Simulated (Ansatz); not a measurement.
# U-r2SCAN/cc-pVDZ run of C2H3F2Si (SMILES [H]/[C]=C\[SiH](F)F)

What is the electronic atomisation energy of C2H3F2Si at U-r2SCAN/cc-pVDZ? 

The results are computed with Ansatz 0.2.0.

50 further runs of the same task are left out: 50 set aside as unsound or not needed.

## Step 1: The structure to begin with

The species is C2H3F2Si (8 atoms), meant as a doublet with charge 0. SMILES: `[H]/[C]=C\[SiH](F)F`. The coordinates come from a PBE0-D4/def2-TZVP relaxation. This is one conformer, not always the lowest.

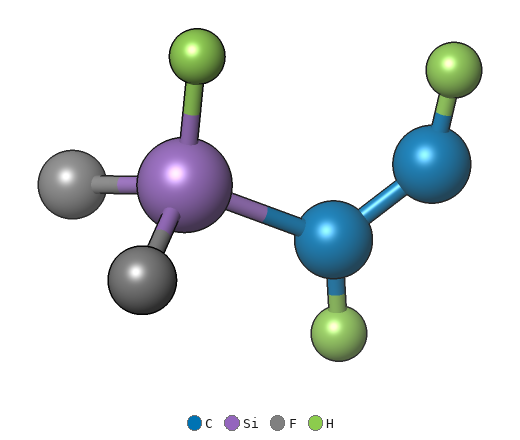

The structure, seen from a chosen angle (carbon blue, silicon purple, fluorine grey, hydrogen green).

## Step 2: A single-point energy at U-r2SCAN/cc-pVDZ

Input file run.yaml:

```yaml
crystal:
  periodic: [false, false, false]
  atoms:
    - {symbol: C, position_ang: [0.855200, 0.475100, 1.494400]}
    - {symbol: C, position_ang: [0.948700, 0.119800, 0.241900]}
    - {symbol: Si, position_ang: [-0.602400, -0.240700, -0.691900]}
    - {symbol: F, position_ang: [-0.572000, -1.723000, -1.260300]}
    - {symbol: F, position_ang: [-0.719900, 0.713400, -1.955600]}
    - {symbol: H, position_ang: [0.063700, 0.635800, 2.215100]}
    - {symbol: H, position_ang: [1.921500, 0.036900, -0.245900]}
    - {symbol: H, position_ang: [-1.802600, -0.074200, 0.146400]}
basis:
  gaussian: {orbitals: cc-pVDZ}
magnetization: {spin_polarized: true, initial_magnetization: 1}
hamiltonian: {xc: {name: r2SCAN}}
accuracy: high
output: {orbitals: {seedname: orbitals}}
```

The run is started by

```sh
ansatz run run.yaml --threads 1 --pin off --max-ram 3480MiB --events-out events.jsonl --progress --plain --runs-dir runs
```

Standard output:

```text
Warning: RAYON_NUM_THREADS=1 ignored (pool sized by the plan → 1); use --threads N
Functional definition: r2SCAN
  name "r2SCAN"
  parameter k0 = 0.174
  parameter k1 = 0.065
  parameter a1 = 4.9479
  exchange = r2scan_x(k0 = k0, k1 = k1, a1 = a1)
  correlation = r2scan_c
2002 factors; integrals over basis functions are off by at most 3.8e-9 eV
mean field evaluation 1: about -15424.7206 eV, gradient 3.7e1 eV
mean field evaluation 2: about -15420.3503 eV, gradient 5.1e1 eV
mean field evaluation 4: about -15430.5052 eV, gradient 2.7e0 eV
mean field evaluation 8: about -15430.5446 eV, gradient 1.2e-1 eV
mean field evaluation 16: about -15430.5452 eV, gradient 7.3e-4 eV
mean field -15430.54523779 eV, -567.0620782896 hartree, gradient 3.2e-8 eV, S^2 0.763710; 0 other end points of the search recorded, 0 dependent functions left out
reference -15430.54523972 eV, -567.0620783603 hartree; 24, 23 occupied and 65, 66 virtual orbitals, 2002 factors
Total energy: -15430.54523972 eV, -567.0620783603 hartree
```

It took 23 s on 1 thread of Arm Neoverse V2, shared host; peak memory 0.43 GiB.

## Step 3: The C atom at the same level

Input file job.yaml:

```yaml
crystal:
  periodic: [false, false, false]
  atoms:
    - symbol: C
      position_ang: [0.000000, 0.000000, 0.000000]
basis:
  gaussian: {orbitals: cc-pVDZ}
magnetization: {spin_polarized: true, initial_magnetization: 2}
hamiltonian: {xc: {name: r2SCAN}}
accuracy: high
```

Run the same way, it converges to -37.82627 Eh (log not shown).

## Step 4: The F atom

Input file run.yaml:

```yaml
crystal:
  periodic: [false, false, false]
  atoms:
    - {symbol: F, position_ang: [0.000000, 0.000000, 0.000000]}
basis:
  gaussian:
    orbitals: cc-pVDZ
magnetization:
  spin_polarized: true
  initial_magnetization: 1
hamiltonian:
  xc: {name: r2SCAN}
accuracy: high
```

Run the same way, it converges to -99.68613 Eh (log not shown).

## Step 5: The H atom at the same level

Input file run.yaml:

```yaml
crystal:
  periodic: [false, false, false]
  atoms:
    - {symbol: H, position_ang: [0.000000, 0.000000, 0.000000]}
basis:
  gaussian: {orbitals: cc-pVDZ}
accuracy: high
hamiltonian: {xc: {name: r2SCAN}}
magnetization: {spin_polarized: true, initial_magnetization: 1}
```

The run is started by

```sh
ansatz run run.yaml --threads 1 --pin off --max-ram 3480MiB --events-out events.jsonl --progress --plain --runs-dir runs
```

Standard output, cut to the lines that bear on the results:

```text
Warning: RAYON_NUM_THREADS=1 ignored (pool sized by the plan → 1); use --threads N
[... 7 set-up lines as earlier in the session ...]
15 factors; integrals over basis functions are off by at most 4.6e-8 eV
mean field evaluation 1: about -13.5843 eV, gradient 1.7e-3 eV
mean field evaluation 2: about -13.5842 eV, gradient 3.3e-3 eV
mean field evaluation 4: about -13.5842 eV, gradient 2.7e-5 eV
mean field -13.58415338 eV, -0.4992084292 hartree, gradient 6.9e-9 eV, S^2 0.750000; 0 other end points of the search recorded, 0 dependent functions left out
reference -13.58415426 eV, -0.4992084615 hartree; 1, 0 occupied and 4, 5 virtual orbitals, 15 factors
Total energy: -13.58415426 eV, -0.4992084615 hartree
```

Wall time 0.34 s (1 thread of Arm Neoverse V2, shared host).

## Step 6: The Si atom, same level

Input file molecule.yaml:

```yaml
crystal:
  periodic: [false, false, false]
  atoms:
    - symbol: Si
      position_ang: [0.000000, 0.000000, 0.000000]
basis:
  gaussian:
    orbitals: cc-pVDZ
magnetization:
  spin_polarized: true
  initial_magnetization: 2
hamiltonian:
  xc: {name: r2SCAN}
accuracy: high
```

Run the same way, it converges to -289.33884 Eh (log not shown).

## Step 7: Outcome

Level: U-r2SCAN/cc-pVDZ.

| quantity | value |
| --- | --- |
| molecule: total energy | -567.06208 Eh |
| molecule: HOMO energy (highest over α and β) | -5.98 eV |
| molecule: LUMO energy (lowest over α and β) | -2.67 eV |
| molecule: ⟨S²⟩ | 0.764 |
| C atom: total energy | -37.82627 Eh |
| C atom: ⟨S²⟩ | 2.005 |
| F atom: total energy | -99.68613 Eh |
| F atom: ⟨S²⟩ | 0.751 |
| H atom: total energy | -0.49921 Eh |
| H atom: ⟨S²⟩ | 0.750 |
| Si atom: total energy | -289.33884 Eh |
| Si atom: ⟨S²⟩ | 2.007 |
| electronic atomisation energy | 32.676 eV |

Taking the molecule apart into free atoms costs 32.68 eV (754 kcal/mol), before zero-point energy and without spin-orbit coupling.
